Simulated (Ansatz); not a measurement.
Partial pair distribution functions of a relaxed model of amorphous silicon oxynitride (Si$_{45}$O$_{18}$N$_{48}$), broadened by 0.06 Å; density 2.61 g/cm³. Level of theory: PBE, scalar-relativistic without spin-orbit coupling (plane waves to 420 eV, PAW; Ansatz, a first-principles code).

The cell was made by melting and quenching with the CHGNet potential and then relaxed with DFT. O and N atoms were pushed apart under 1.9 Å during the dynamics, to hinder bonds among them. The hot cell started wider than the set density and was brought back towards it in steps. It is the lowest in DFT energy of 2 quenches. It is a model cell: composition and starting density were chosen by hand, and all elements were melted together. No dispersion term was used. Its density started from a set value of 2.60 and ended at 2.61 g/cm³. Cooling (nominally 130 K/ps over its main leg) ran many orders faster than in experiment, which tends to leave more defects and strain. One small periodic cell is one sample of the glass; other quenches scatter about these values. Volume and shape were free in the relaxation.

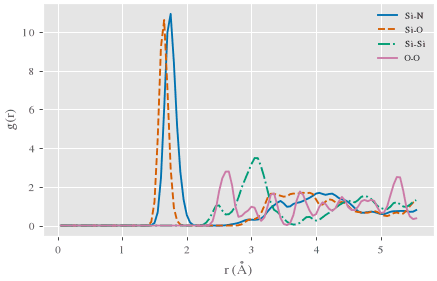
*Partial pair distribution functions*

Highest peaks under 4.5 Å: Si-N near 1.75 Å, Si-O near 1.65 Å, Si-Si near 3.05 Å, O-O near 2.65 Å; pairs of few atoms are noisy.

Within 2.12 Å each Si has 3.20 N neighbours on average.
